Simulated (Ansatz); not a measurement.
**AsH3O+ (doublet): correlated methods under varied settings**

What do other methods and options give for AsH3O+ (doublet) at this geometry, and how long do they take?

The runs use Ansatz 0.2.0, Gaussian basis; the settings change from run to run.

16 further runs of the same task are left out: 5 for a known fault of the program, 4 that didn't finish, 7 set aside as unsound or not needed.

### Step 1. The geometry

The geometry is a PBE0/def2-TZVP stationary point (not a proven minimum) of the parent state, kept for this charge and spin. No spin-orbit coupling is included. The filled d shell of As may be among the frozen orbitals whatever the setting's name suggests; the logs give the count.

5 atoms, charge 1, spin multiplicity 2.

Atoms are counted from 1 here; the program's logs count them from 0.

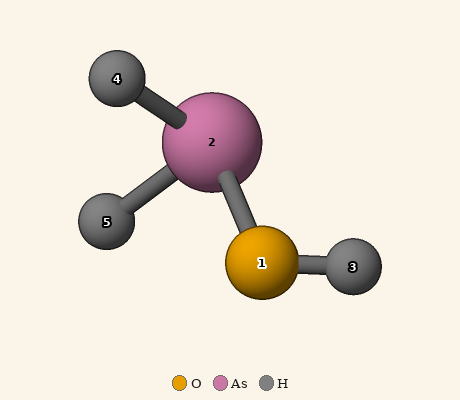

The geometry (oxygen amber, arsenic pink, hydrogen grey); atoms are numbered from 1 in the order of the file.

Geometry (Å):

```xyz
5
AsH3O
O     0.00000    0.16821    1.46623
As    0.00000   -0.05273   -0.32193
H     0.00000   -0.70344    1.86866
H     1.09235    0.97636   -0.60664
H    -1.09235    0.97636   -0.60664
```

### Step 2. CASCI(7,6)/6-31G

Input file in.yaml:

```yaml
crystal:
  periodic: [false, false, false]
  atoms:
    - {symbol: O, position_ang: [0.000000, 0.168214, 1.466234]}
    - {symbol: As, position_ang: [0.000000, -0.052729, -0.321929]}
    - {symbol: H, position_ang: [0.000000, -0.703437, 1.868656]}
    - {symbol: H, position_ang: [1.092352, 0.976364, -0.606637]}
    - {symbol: H, position_ang: [-1.092352, 0.976364, -0.606637]}
basis:
  gaussian: {orbitals: 6-31G}
total_charge: 1
magnetization: {spin_polarized: false, initial_magnetization: 1}
correlation: {active_space: {window: {electrons: 7, orbitals: 6}, fixed_orbitals: true}}
```

Run with:

```bash
$ ansatz run in.yaml --threads 1 --pin off --events-out ev --progress --plain --max-ram 2393MiB
```

Log:

```text
Functional definition: HF
  name "HF"
  cite "Fock, Z. Phys. 61, 126 (1930) doi:10.1007/BF01340294"
  parent pbe
  exchange = exact_x
  correlation = 0
422 factors; integrals over basis functions are off by at most 3.1e-4 eV
mean field evaluation 1: about -62852.1932 eV, gradient 5.8e1 eV
mean field evaluation 2: about -62852.2210 eV, gradient 5.8e1 eV
mean field evaluation 4: about -62858.4800 eV, gradient 1.9e1 eV
mean field evaluation 8: about -62859.4478 eV, gradient 5.1e-1 eV
mean field evaluation 16: about -62856.3157 eV, gradient 2.5e1 eV
mean field evaluation 32: about -62852.1953 eV, gradient 5.8e1 eV
mean field -62859.44975750 eV, -2310.0421709227 hartree, gradient 1.1e-6 eV, S^2 0.750000; 2 other end points of the search recorded, 0 dependent functions left out
reference -62859.44975750 eV, -2310.0421709227 hartree; 22, 21 occupied and 22, 23 virtual orbitals, 422 factors
state -62859.84227241 eV, -2310.0565955798 hartree
Total energy: -62859.84227241 eV, -2310.0565955798 hartree
```

Wall time 2.3 s (1 thread of AMD EPYC, shared host).

From the report: 150 determinants; active occupations 2.00, 1.99, 1.98, 1.00, 0.02, 0.01.

### Step 3. CASSCF(3,3)/cc-pVDZ

in.yaml: that of step 2 with these lines changed.

```diff
@@ -9,5 +9,7 @@
 basis:
-  gaussian: {orbitals: 6-31G}
+  gaussian: {orbitals: cc-pVDZ}
 total_charge: 1
 magnetization: {spin_polarized: false, initial_magnetization: 1}
-correlation: {active_space: {window: {electrons: 7, orbitals: 6}, fixed_orbitals: true}}
+correlation: {active_space: {window: {electrons: 3, orbitals: 3}}}
+scf: {lower_state_search: off}
+output: {forces: true}
```

The command is unchanged.

Log, cut to the lines that bear on the results:

```text
Functional definition: HF
  name "HF"
  cite "Fock, Z. Phys. 61, 126 (1930) doi:10.1007/BF01340294"
  parent pbe
[...]
586 factors; integrals over basis functions are off by at most 1.4e-3 eV
[...]
mean field -62869.77267187 eV, -2310.4215310286 hartree, gradient 8.0e-7 eV, S^2 0.750000; 0 other end points of the search recorded, 0 dependent functions left out
reference -62869.77267187 eV, -2310.4215310286 hartree; 22, 21 occupied and 34, 35 virtual orbitals, 586 factors
state -62870.23849263 eV, -2310.4386496261 hartree
[...]
WARN: the results are in doubt because the forces break the atoms' symmetry
Total energy: -62870.23849263 eV, -2310.4386496261 hartree
Atom 0 at     0.000000     0.168214     1.466234 Å, force     0.006049    -1.962660    -2.152621 eV/Å
Atom 1 at     0.000000    -0.052729    -0.321929 Å, force    -0.475059     3.677297     2.498351 eV/Å
Atom 2 at     0.000000    -0.703437     1.868656 Å, force     0.012170     0.422827     0.680658 eV/Å
Atom 3 at     1.092352     0.976364    -0.606637 Å, force     0.802179    -0.856553    -0.555575 eV/Å
Atom 4 at    -1.092352     0.976364    -0.606637 Å, force    -0.345340    -1.280911    -0.470813 eV/Å
Dipole moment:     0.008489    -0.315273    -0.397315 e Å
In doubt: the forces break the atoms' symmetry
Checks for a lower state left out: stability, starts, cluster_reference, orbital_swaps, neighbouring_geometries, increment
```

Run time: 4.4 s. Hardware: 1 thread of AMD EPYC, shared host.

From the report: 9 determinants; active occupations 1.97, 1.00, 0.03. Mind the lines of doubt at the end of the log.

### Step 4. CCSD(T) on UHF/cc-pVDZ

Input file in.yaml:

```yaml
crystal:
  periodic: [false, false, false]
  atoms:
    - {symbol: O, position_ang: [0.000000, 0.168214, 1.466234]}
    - {symbol: As, position_ang: [0.000000, -0.052729, -0.321929]}
    - {symbol: H, position_ang: [0.000000, -0.703437, 1.868656]}
    - {symbol: H, position_ang: [1.092352, 0.976364, -0.606637]}
    - {symbol: H, position_ang: [-1.092352, 0.976364, -0.606637]}
basis:
  gaussian: {orbitals: cc-pVDZ, point_charges: [{charge: 0.50, position_ang: [4.874, 0.981, 0.978]}]}
total_charge: 1
magnetization: {spin_polarized: true, initial_magnetization: 1}
correlation: {method: ccsd_t, electrons: outside_noble_gas, diis_vectors: 1}
scf: {omitted_lower_state_checks: [cluster_reference]}
```

Same command.

Log, cut to the lines that bear on the results:

```text
Functional definition: HF
  name "HF"
  cite "Fock, Z. Phys. 61, 126 (1930) doi:10.1007/BF01340294"
  parent pbe
[...]
586 factors; integrals over basis functions are off by at most 1.2e-3 eV
[...]
mean field -62868.52829186 eV, -2310.3758009070 hartree, gradient 1.6e-6 eV, S^2 0.774475; 2 other end points of the search recorded, 0 dependent functions left out
15 core orbitals not correlated: weight in the atoms' cores, before any rotation towards them, 0.999 or more for the frozen orbitals, at most 0.001 for the correlated occupied ones
reference -62868.52829186 eV, -2310.3758009070 hartree; 7, 6 occupied and 34, 35 virtual orbitals, 586 factors
second order -7.82871062 eV of doubles, -0.00000000 eV of singles
cycle   1  -8.12694389 eV  change   -3.0e-1 eV  update   8.5e-2
[...]
cycle  30  -8.51255968 eV  change   -8.4e-6 eV  update   1.4e-5
perturbative correction -0.23101731 eV, -0.0084897295 hartree
Total energy: -62877.27186885 eV, -2310.6971214347 hartree
Checks for a lower state left out: cluster_reference
```

It took 10 s on 1 thread of AMD EPYC, shared host.

From the report: ⟨S²⟩ of the determinant 0.774 (pure doublet: 0.75); correlation -8.7436 eV; T1 0.021; largest double amplitude 0.04.

### Step 5. MRCISD+Q(1,4)/STO-3G

Input file in.yaml:

```yaml
crystal:
  periodic: [false, false, false]
  atoms:
    - {symbol: O, position_ang: [0.000000, 0.168214, 1.466234]}
    - {symbol: As, position_ang: [0.000000, -0.052729, -0.321929]}
    - {symbol: H, position_ang: [0.000000, -0.703437, 1.868656]}
    - {symbol: H, position_ang: [1.092352, 0.976364, -0.606637]}
    - {symbol: H, position_ang: [-1.092352, 0.976364, -0.606637]}
basis:
  gaussian: {orbitals: STO-3G}
total_charge: 1
magnetization: {spin_polarized: false, initial_magnetization: 1}
correlation: {method: fic_mrcisd_q, electrons: all, active_space: {window: {electrons: 1, orbitals: 4}}}
```

Same command.

Log, cut to the lines that bear on the results:

```text
Functional definition: HF
  name "HF"
  cite "Fock, Z. Phys. 61, 126 (1930) doi:10.1007/BF01340294"
  parent pbe
[...]
295 factors; integrals over basis functions are off by at most 3.2e-5 eV
[...]
mean field -62167.05266505 eV, -2284.5970470990 hartree, gradient 7.7e-7 eV, S^2 0.750000; 6 other end points of the search recorded, 0 dependent functions left out
reference -62167.05266505 eV, -2284.5970470990 hartree; 22, 21 occupied and 4, 5 virtual orbitals, 295 factors
state -62167.05266505 eV, -2284.5970470990 hartree
contracted CI cycle   1: correlation 0.00000000 eV, 0.0000000000 hartree, residual 1.00e1 eV
contracted CI cycle   2: correlation -2.13142535 eV, -0.0783284368 hartree, residual 2.59e0 eV
contracted CI cycle   3: correlation -2.27148830 eV, -0.0834756555 hartree, residual 8.43e-1 eV
contracted CI cycle   4: correlation -2.29197071 eV, -0.0842283700 hartree, residual 4.69e-1 eV
contracted CI cycle   5: correlation -2.29775064 eV, -0.0844407784 hartree, residual 2.46e-1 eV
[...]
contracted CI cycle   5: correlation -2.91841489 eV, -0.1072497690 hartree, residual 1.79e-1 eV
contracted CI cycle   6: correlation -2.91935343 eV, -0.1072842599 hartree, residual 7.76e-2 eV
contracted CI cycle   7: correlation -2.91950404 eV, -0.1072897946 hartree, residual 2.95e-2 eV
contracted CI cycle   8: correlation -2.91952070 eV, -0.1072904067 hartree, residual 1.33e-2 eV
contracted CI cycle   9: correlation -2.91952301 eV, -0.1072904919 hartree, residual 5.24e-3 eV
contracted CI cycle  10: correlation -2.91952336 eV, -0.1072905046 hartree, residual 1.98e-3 eV
state -62166.72550062 eV, -2284.5850240279 hartree; corrected -62169.91001289 eV, -2284.7020526952 hartree
state -62166.72550062 eV, -2284.5850240279 hartree; corrected -62169.91001289 eV, -2284.7020526952 hartree
WARN: 3 active orbitals are nearly empty or full. The corrections depend on them more than the energy does, and are more stable in an active space without them
WARN: the results are in doubt because another end's mean lies 0.327 eV lower, and its corrected mean 0.391 eV higher
Total energy: -62169.91001289 eV, -2284.7020526952 hartree
In doubt: another end's mean lies 0.327 eV lower, and its corrected mean 0.391 eV higher
```

It took 6.5 s on 1 thread of AMD EPYC, shared host.

From the report: 3 determinants; active occupations 1.00, 0.00, 0.00, 0.00. Mind the lines of doubt at the end of the log.

### Step 6. CASSCF(1,2)/6-31G

in.yaml: that of step 5 with these lines changed.

```diff
@@ -9,5 +9,6 @@
 basis:
-  gaussian: {orbitals: STO-3G}
+  gaussian: {orbitals: 6-31G}
 total_charge: 1
 magnetization: {spin_polarized: false, initial_magnetization: 1}
-correlation: {method: fic_mrcisd_q, electrons: all, active_space: {window: {electrons: 1, orbitals: 4}}}
+correlation: {active_space: {window: {electrons: 1, orbitals: 2}}}
+output: {forces: true}
```

The command is unchanged.

Log, cut to the lines that bear on the results:

```text
Functional definition: HF
  name "HF"
  cite "Fock, Z. Phys. 61, 126 (1930) doi:10.1007/BF01340294"
  parent pbe
[...]
422 factors; integrals over basis functions are off by at most 3.1e-4 eV
[...]
mean field -62859.44975750 eV, -2310.0421709227 hartree, gradient 1.1e-6 eV, S^2 0.750000; 2 other end points of the search recorded, 0 dependent functions left out
reference -62859.44975750 eV, -2310.0421709227 hartree; 22, 21 occupied and 22, 23 virtual orbitals, 422 factors
state -62859.44975750 eV, -2310.0421709227 hartree
[...]
Total energy: -62859.44975750 eV, -2310.0421709227 hartree
Atom 0 at     0.000000     0.168214     1.466234 Å, force    -0.000000    -2.177188    -1.335863 eV/Å
Atom 1 at     0.000000    -0.052729    -0.321929 Å, force     0.000000     4.314671     0.680429 eV/Å
Atom 2 at     0.000000    -0.703437     1.868656 Å, force     0.000000     0.424163     1.556158 eV/Å
Atom 3 at     1.092352     0.976364    -0.606637 Å, force     0.402880    -1.280823    -0.450362 eV/Å
Atom 4 at    -1.092352     0.976364    -0.606637 Å, force    -0.402880    -1.280823    -0.450362 eV/Å
Dipole moment:     0.000000    -0.423845    -0.473893 e Å
```

Wall time 4 s (1 thread of AMD EPYC, shared host).

From the report: 2 determinants; active occupations 1.00, 0.00. With so small a space the active step adds no correlation: the energy is the mean field's.

### Step 7. CISD/cc-pVDZ

in.yaml: that of step 6 with these lines changed.

```diff
@@ -9,6 +9,6 @@
 basis:
-  gaussian: {orbitals: 6-31G}
+  gaussian: {orbitals: cc-pVDZ, point_charges: [{charge: 0.50, position_ang: [5.222, -0.894, 0.319]}]}
 total_charge: 1
 magnetization: {spin_polarized: false, initial_magnetization: 1}
-correlation: {active_space: {window: {electrons: 1, orbitals: 2}}}
+correlation: {active_space: {ras: {orbitals: [6, 1, 34], electrons: 13, max_holes: 2, max_particles: 2}, fixed_orbitals: true}}
 output: {forces: true}
```

The command is unchanged.

Log, cut to the lines that bear on the results:

```text
Functional definition: HF
  name "HF"
  cite "Fock, Z. Phys. 61, 126 (1930) doi:10.1007/BF01340294"
  parent pbe
[...]
586 factors; integrals over basis functions are off by at most 1.2e-3 eV
[...]
mean field -62868.43837723 eV, -2310.3724966053 hartree, gradient 1.2e-6 eV, S^2 0.750000; 3 other end points of the search recorded, 0 dependent functions left out
reference -62868.43837723 eV, -2310.3724966053 hartree; 22, 21 occupied and 34, 35 virtual orbitals, 586 factors
state -62876.34835506 eV, -2310.6631829288 hartree
[...]
Total energy: -62876.34835506 eV, -2310.6631829288 hartree
Atom 0 at     0.000000     0.168214     1.466234 Å, force     0.118622    -1.018722    -1.797922 eV/Å
Atom 1 at     0.000000    -0.052729    -0.321929 Å, force    -0.259404     3.431826     1.735240 eV/Å
Atom 2 at     0.000000    -0.703437     1.868656 Å, force    -0.090080    -0.365355     1.000760 eV/Å
Atom 3 at     1.092352     0.976364    -0.606637 Å, force     0.455035    -0.997098    -0.471457 eV/Å
Atom 4 at    -1.092352     0.976364    -0.606637 Å, force    -0.460375    -1.022480    -0.494016 eV/Å
Dipole moment:    -0.054684    -0.276306    -0.299009 e Å
```

It took 23 s on 1 thread of AMD EPYC, shared host.

From the report: 108,671 determinants.

### Step 8. CASSCF(3,7)/cc-pVDZ

Input file in.yaml:

```yaml
crystal:
  periodic: [false, false, false]
  atoms:
    - {symbol: O, position_ang: [0.000000, 0.168214, 1.466234]}
    - {symbol: As, position_ang: [0.000000, -0.052729, -0.321929]}
    - {symbol: H, position_ang: [0.000000, -0.703437, 1.868656]}
    - {symbol: H, position_ang: [1.092352, 0.976364, -0.606637]}
    - {symbol: H, position_ang: [-1.092352, 0.976364, -0.606637]}
basis:
  gaussian: {orbitals: cc-pVDZ}
total_charge: 1
magnetization: {spin_polarized: false, initial_magnetization: 1}
correlation: {active_space: {window: {electrons: 3, orbitals: 7}}}
scf: {lower_state_search: full}
output: {forces: true}
```

The command is unchanged.

Log, cut to the lines that bear on the results:

```text
Functional definition: HF
  name "HF"
  cite "Fock, Z. Phys. 61, 126 (1930) doi:10.1007/BF01340294"
  parent pbe
[...]
586 factors; integrals over basis functions are off by at most 1.4e-3 eV
[...]
mean field -62869.77267187 eV, -2310.4215310286 hartree, gradient 8.0e-7 eV, S^2 0.750000; 9 other end points of the search recorded, 0 dependent functions left out
reference -62869.77267187 eV, -2310.4215310286 hartree; 22, 21 occupied and 34, 35 virtual orbitals, 586 factors
state -62870.71155526 eV, -2310.4560343569 hartree
[...]
Total energy: -62870.71155526 eV, -2310.4560343569 hartree
Atom 0 at     0.000000     0.168214     1.466234 Å, force     0.000000    -1.684875    -0.717500 eV/Å
Atom 1 at     0.000000    -0.052729    -0.321929 Å, force    -0.000000     3.812563     0.792551 eV/Å
Atom 2 at     0.000000    -0.703437     1.868656 Å, force     0.000000     0.328686     0.808254 eV/Å
Atom 3 at     1.092352     0.976364    -0.606637 Å, force     0.288458    -1.228187    -0.441652 eV/Å
Atom 4 at    -1.092352     0.976364    -0.606637 Å, force    -0.288458    -1.228187    -0.441652 eV/Å
Dipole moment:     0.000000    -0.309653    -0.252137 e Å
```

Run time: 39 s. Hardware: 1 thread of AMD EPYC, shared host.

From the report: 147 determinants; active occupations 1.95, 1.00, 0.04, 0.00, 0.00, 0.00, 0.00.

### Step 9. CASSCF(1,5)/cc-pVDZ

in.yaml: that of step 8 with these lines changed.

```diff
@@ -12,4 +12,2 @@
 magnetization: {spin_polarized: false, initial_magnetization: 1}
-correlation: {active_space: {window: {electrons: 3, orbitals: 7}}}
-scf: {lower_state_search: full}
-output: {forces: true}
+correlation: {active_space: {window: {electrons: 1, orbitals: 5}, states: [{multiplicity: 2, weights: [0.5, 1, 1, 1]}]}}
```

Same command.

Log:

```text
Functional definition: HF
  name "HF"
  cite "Fock, Z. Phys. 61, 126 (1930) doi:10.1007/BF01340294"
  parent pbe
  exchange = exact_x
  correlation = 0
1080 factors; integrals over basis functions are off by at most 1.7e-7 eV
mean field evaluation 1: about -62862.4461 eV, gradient 5.9e1 eV
mean field evaluation 2: about -62862.4902 eV, gradient 5.9e1 eV
mean field evaluation 4: about -62868.7446 eV, gradient 1.9e1 eV
mean field evaluation 8: about -62869.7651 eV, gradient 9.8e-1 eV
mean field evaluation 16: about -62866.3043 eV, gradient 2.2e1 eV
mean field evaluation 32: about -62862.6388 eV, gradient 3.6e1 eV
mean field -62869.77285261 eV, -2310.4215376707 hartree, gradient 3.9e-6 eV, S^2 0.750000; 4 other end points of the search recorded, 0 dependent functions left out
reference -62869.77285261 eV, -2310.4215376707 hartree; 22, 21 occupied and 34, 35 virtual orbitals, 1080 factors
state -62869.56219690 eV, -2310.4137962164 hartree
state -62862.25941580 eV, -2310.1454239608 hartree
state -62861.00948448 eV, -2310.0994898320 hartree
state -62858.81119632 eV, -2310.0187042324 hartree
Total energy: -62861.96034144 eV, -2310.1344331810 hartree
```

Run time: 16 s. Hardware: 1 thread of AMD EPYC, shared host.

From the report: 5 determinants; active occupations (of the averaged states) 0.29, 0.29, 0.29, 0.14, 0.00.

### Step 10. CCSDT(Q) on ROHF/STO-3G

in.yaml: that of step 9 with these lines changed.

```diff
@@ -9,5 +9,6 @@
 basis:
-  gaussian: {orbitals: cc-pVDZ}
+  gaussian: {orbitals: STO-3G}
 total_charge: 1
 magnetization: {spin_polarized: false, initial_magnetization: 1}
-correlation: {active_space: {window: {electrons: 1, orbitals: 5}, states: [{multiplicity: 2, weights: [0.5, 1, 1, 1]}]}}
+correlation: {method: ccsdt_q, electrons: outside_noble_gas}
+accuracy: high
```

Same command.

Log, cut to the lines that bear on the results:

```text
Functional definition: HF
  name "HF"
  cite "Fock, Z. Phys. 61, 126 (1930) doi:10.1007/BF01340294"
  parent pbe
[...]
380 factors; integrals over basis functions are off by at most 4.6e-9 eV
[...]
mean field -62167.05278743 eV, -2284.5970515960 hartree, gradient 3.0e-8 eV, S^2 0.750000; 6 other end points of the search recorded, 0 dependent functions left out
[...]
determinant -62167.05278743 eV, -2284.5970515960 hartree, with singles and doubles -62169.44037196 eV, -2284.6847937094 hartree
determinant -62166.72561443 eV, -2284.5850282104 hartree, with singles and doubles -62169.77716862 eV, -2284.6971707581 hartree
determinant -62167.05278743 eV, -2284.5970515960 hartree, with singles and doubles -62169.44107457 eV, -2284.6848195299 hartree
determinant -62166.72561443 eV, -2284.5850282104 hartree, with singles and doubles -62169.77746523 eV, -2284.6971816587 hartree
[...]
15 core orbitals not correlated, not the lowest: weight in the atoms' cores, before any rotation towards them, 0.563 or more for the frozen orbitals, at most 0.433 for the correlated occupied ones
reference -62166.72561443 eV, -2284.5850282104 hartree; 7, 6 occupied and 4, 5 virtual orbitals, 380 factors
second order -2.20118353 eV of doubles, -0.03513066 eV of singles
cycle   1  -2.70594000 eV  change   -4.7e-1 eV  update   8.6e-2
[...]
cycle  29  -3.12705887 eV  change  -4.6e-10 eV  update  8.4e-10
perturbative correction -0.00085265 eV, -0.0000313343 hartree
Total energy: -62169.85352596 eV, -2284.6999768387 hartree
```

Wall time 13 s (1 thread of AMD EPYC, shared host).

From the report: correlation -3.1279 eV; T1 0.028; largest double amplitude 0.10.

### Step 11. All runs side by side

Where basis and cores are those of an earlier UCCSDT(Q)/cc-pVDZ run (-62878.6837 eV), and the state is the same kind, the miss against it is given. † marks a result that the program doubts.

| level | correlated | functions | energy (eV) | from UCCSDT(Q) (meV) | time |
| --- | --- | --- | --- | --- | --- |
| CASCI(7,6)/6-31G |  | 44 | -62859.8423 |  | 2.3 s |
| CASSCF(3,3)/cc-pVDZ † |  | 56 | -62870.2385 | 8445.2 | 4.4 s |
| CCSD(T) on UHF/cc-pVDZ (beside a point charge) | outside noble gas | 56 | -62877.2719 |  | 10 s |
| MRCISD+Q(1,4)/STO-3G † | all | 26 | -62169.9100 |  | 6.5 s |
| CASSCF(1,2)/6-31G |  | 44 | -62859.4498 |  | 4 s |
| CISD/cc-pVDZ (beside a point charge) | outside noble gas | 56 | -62876.3484 |  | 23 s |
| CASSCF(3,7)/cc-pVDZ |  | 56 | -62870.7116 | 7972.1 | 39 s |
| CASSCF(1,5)/cc-pVDZ (mean of several states) |  | 56 | -62861.9603 |  | 16 s |
| CCSDT(Q) on ROHF/STO-3G | outside noble gas | 26 | -62169.8535 |  | 13 s |

### Step 12. Results

| quantity | value |
| --- | --- |
| runs | 9 |
| quickest | CASCI(7,6)/6-31G, 2.3 s |
| slowest | CASSCF(3,7)/cc-pVDZ, 39 s |

In words: Total energies in different bases, with other cores or another treatment of relativity can't be set against each other. CASSCF(3,7)/cc-pVDZ took 16 times as long as CASCI(7,6)/6-31G; the jobs differ in more than the method. Hartree-Fock, CASSCF and CASCI lack dynamic correlation by design.
